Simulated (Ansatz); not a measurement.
BH$_{3}$O$_{2}$···SiH$_{4}$

Input file:

```
crystal:
  periodic: [false, false, false]
  atoms:
    - {symbol: B, position_ang: [-0.319810, 1.732706, 0.202515]}
    - {symbol: H, position_ang: [0.860803, 1.836536, 0.372698]}
    - {symbol: O, position_ang: [-0.788267, 0.601847, -0.378868]}
    - {symbol: O, position_ang: [-1.200767, 2.704162, 0.570333]}
    - {symbol: H, position_ang: [1.099174, -1.399720, 0.970273]}
    - {symbol: Si, position_ang: [0.789081, -2.175468, -0.255499]}
    - {symbol: H, position_ang: [-1.746536, 0.602805, -0.471352]}
    - {symbol: H, position_ang: [-0.779775, 3.465434, 0.972679]}
    - {symbol: H, position_ang: [1.249517, -1.445117, -1.460689]}
    - {symbol: H, position_ang: [-0.668020, -2.444271, -0.338010]}
    - {symbol: H, position_ang: [1.504599, -3.478815, -0.184080]}
basis:
  gaussian: {orbitals: def2-TZVPP}
hamiltonian: {xc: pbe0, dispersion: d4}
output: {orbitals: {seedname: orbitals}}
```

Run with:

```sh
ansatz run in.yaml --threads 4 --pin off --events-out ev --progress --plain --max-ram 9574MiB
```

The reactant side of a reaction path; geometry: PBE0-D4/def2-TZVP.

All numbers below come from Ansatz 0.2.0, RKS PBE0-D4/def2-TZVPP.

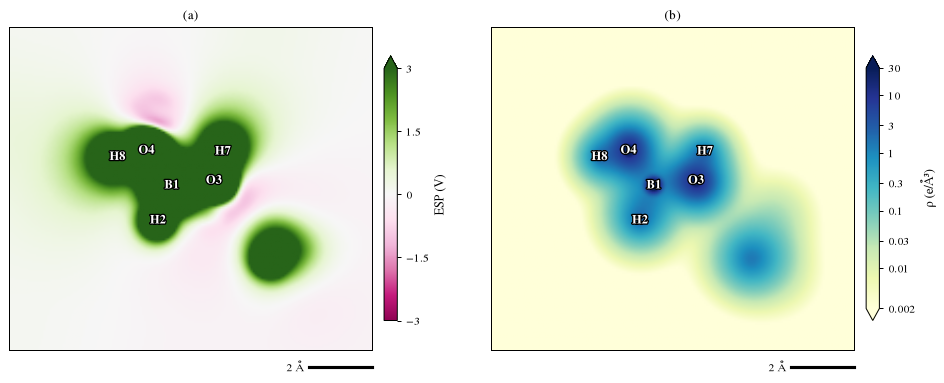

Figure 1. (a) molecular electrostatic potential; (b) total electron density on the plane of atoms O3, B1 and O4.

Interpret the plot.

- Atoms in the plane: B, H and O.
- B–O (1.36 Å): the density is about 2.1 e/Å³ at the midpoint.
- O–H (0.96 Å): ρ is about 3.8 e/Å³ halfway.
- B–H (1.20 Å): the density is about 1.3 e/Å³ at the midpoint.
- Outside the dense part of the complex the potential is most negative (−1.2 V) near O4.

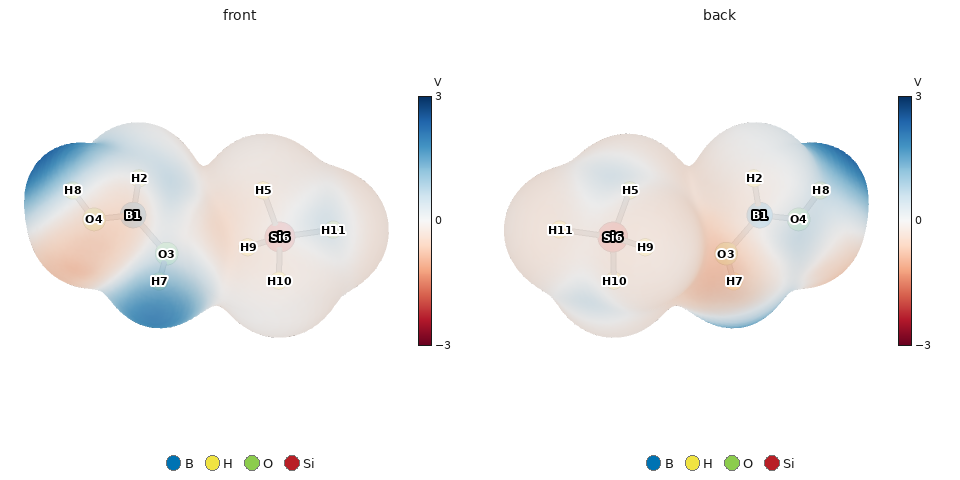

Figure 2. The molecular electrostatic potential painted on the density surface at 0.001 e/bohr³, seen from the front and from behind; the colour scale runs from red (negative) to blue (positive).

Where is the surface potential most negative and most positive?

The most negative region (about −0.9 V, or −21 kcal/mol for a unit charge) lies over the gap between the two molecules, near O3, Si6 and H9, the most positive (about +2.2 V, or +51 kcal/mol for a unit charge) over H8.

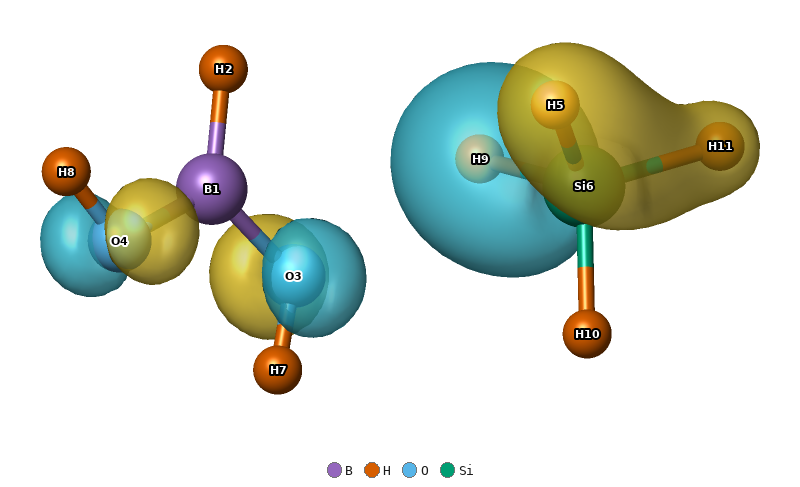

Figure 3. The HOMO−1 at ±0.15 Å⁻³ᐟ² (yellow and cyan are the two phases), seen at a tilt.

Describe this orbital and give its energy.

By Hirshfeld shares it lies mainly on Si6 (about 35 %), H9 (about 30 %), O3 (about 15 %), H5 (about 10 %) and O4 (about 10 %). Its energy is −9.43 eV.

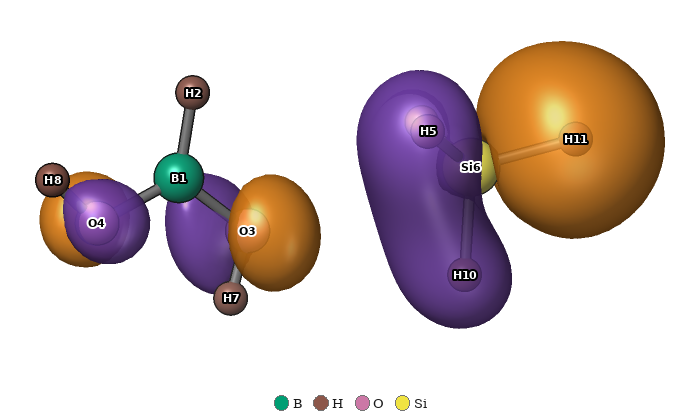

Figure 4. The HOMO at ±0.08 Å⁻³ᐟ² (orange and purple are the two phases), seen at a tilt.

What is the character of this orbital?

Its weight (Hirshfeld) is mainly on Si6 (about 35 %), H11 (about 35 %), O3 (about 10 %) and H5 (about 5 %). Its energy is −9.29 eV.
